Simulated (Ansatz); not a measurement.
C$_{2}$H: several calculations on one system

## 1. Relaxation

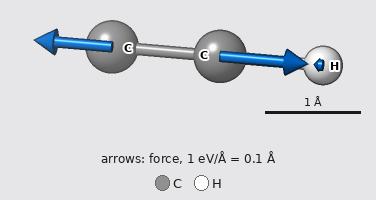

Starting geometry of C₂H (charge +1) with the computed forces as blue arrows. A ball-and-stick model, seen at a tilt.

The run prepares an end point of a later path (hydrogen shift) calculation, from a guessed geometry.

The calculation used UKS BHLYP/def2-SVP (Ansatz 0.2.0). Set-up: collinear spin; force threshold 0.02 eV/Å; at most 50 steps.

### What follows when this structure is relaxed?

It isn't relaxed: the largest force vector, on a C atom, is 9.64 eV/Å. The atoms end up moving mostly along the starting forces (cosine between the two patterns 0.97). The largest move after the best rigid fit is that of a C atom, 0.040 Å. By element the largest moves are C 0.040 Å, H 0.006 Å. Among the contacts that change: C–C 1.174 → 1.248 Å, C–H 1.118 → 1.090 Å. The energy falls by 7.18 kcal/mol in 3 geometry steps. Largest force component: 9 eV/Å at the start, 0.00073 eV/Å at the end. Cost: 13 s on 1 thread of Intel(R) Xeon(R) 6975P-C (Granite Rapids) (shared host), peak memory 0.1 GiB.

## 2. Relaxation

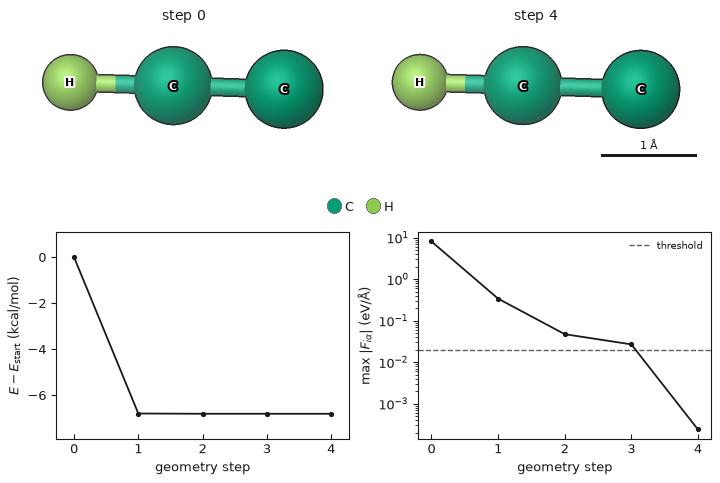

First and last geometry of a relaxation of C2H (charge +1), with the history of the run. The picture is a ball-and-stick view, seen from a free direction.

The run prepares an end point of a later path (hydrogen shift) calculation, from a guessed geometry.

These are results of UKS BHLYP/def2-SVP in Ansatz 0.2.0, not measurements. (collinear spin; force threshold 0.02 eV/Å; at most 50 steps)

**What do the curves and the structures tell?**

It converged. The largest move after the best rigid fit is that of a C atom, 0.049 Å. Largest moves by element: C 0.049 Å, H 0.025 Å. Near-neighbour distances that change, for instance: C–C 1.174 → 1.248 Å. Over 4 geometry steps the energy falls by 6.80 kcal/mol. Largest force component: 8.1 eV/Å at the start, 0.00024 eV/Å at the end. The run took 14 s on 1 thread of Intel(R) Xeon(R) 6975P-C (Granite Rapids), on a shared host, peak memory 0.1 GiB.

## 3. Path

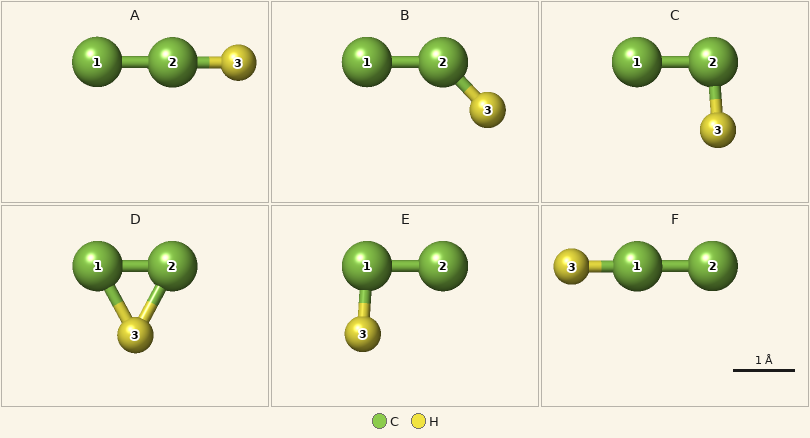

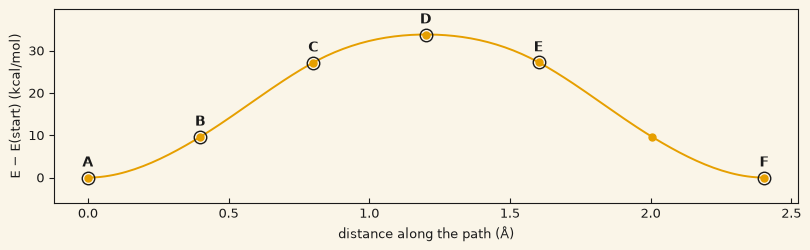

A nudged-elastic-band calculation for C2H (charge +1). Images are numbered from 0 (start) to 6 (end). Frames A to F are images 0, 1, 2, 3, 4, 6. The picture is a ball-and-stick view, seen face on.

Method: UKS BHLYP/def2-SVP (Ansatz).

Input file:
```yaml
crystal:
  periodic: [false, false, false]
  atoms:
    - { symbol: C, position_ang: [0.410103, -1.117388, 0.107002] }
    - { symbol: C, position_ang: [-0.018169, 0.049169, -0.004766] }
    - { symbol: H, position_ang: [-0.391944, 1.068219, -0.102226] }
total_charge: 1
magnetization:
  spin_polarized: true
basis:
  gaussian: { orbitals: def2-SVP }
hamiltonian:
  xc: { name: BHLYP }
neb:
  order_check: false
  images: 5
  f_tol: 0.05
  max_iterations: 60
  final_atoms:
    - { symbol: C, position_ang: [-0.01801045, 0.04923833, -0.00467873] }
    - { symbol: C, position_ang: [0.4097615, -1.11753281, 0.10681444] }
    - { symbol: H, position_ang: [-0.39176105, 1.06829448, -0.10212571] }
  initial_path:
    images:
      - { positions_ang: [[0.410103, -1.117388, 0.107002], [-0.018169, 0.049169, -0.004766], [-0.391944, 1.068219, -0.102226]] }
      - { positions_ang: [[0.43705116, -0.9050893, 0.14019609], [-0.19599167, -0.07914734, -0.10727556], [-0.24106949, 0.98423664, -0.03291053]] }
      - { positions_ang: [[0.46399933, -0.6927906, 0.17339019], [-0.37381434, -0.20746368, -0.20978512], [-0.09019499, 0.90025428, 0.03640493]] }
      - { positions_ang: [[0.49094749, -0.4804919, 0.20658428], [-0.55163702, -0.33578002, -0.31229468], [0.06067952, 0.81627192, 0.1057204]] }
      - { positions_ang: [[0.32129485, -0.30391515, 0.13616328], [-0.23117084, -0.59636428, -0.17259164], [-0.090134, 0.90027944, 0.03643836]] }
      - { positions_ang: [[0.1516422, -0.12733841, 0.06574227], [0.08929533, -0.85694855, -0.0328886], [-0.24094753, 0.98428696, -0.03284368]] }
      - { positions_ang: [[-0.01801045, 0.04923833, -0.00467873], [0.4097615, -1.11753281, 0.10681444], [-0.39176105, 1.06829448, -0.10212571]] }
```

Launched with:
```bash
ansatz run input.yaml --threads 1 --pin off --max-ram 2048MiB --backend cpu --events-out ev --progress --plain --runs-dir out
```

Question: Describe the mechanism and the energy profile.

Answer: The two ends have the same energy, and the highest point, image 3, lies 33.8 kcal/mol above the start. A hydrogen atom shifts from one atom to another. Breaking: C2–H3 (1.09 → 1.30 at the top → 2.34 Å). Forming: C1–H3 (2.34 → 1.30 at the top → 1.09 Å). The band converged in 8 iterations, with a climbing image at the top. At the top, the vibrational analysis gives one imaginary mode (428i cm⁻¹), as a transition state must have.

Cost: 30 s on 1 thread of Intel(R) Xeon(R) 6975P-C (Granite Rapids) (shared host), peak memory 0.1 GiB.
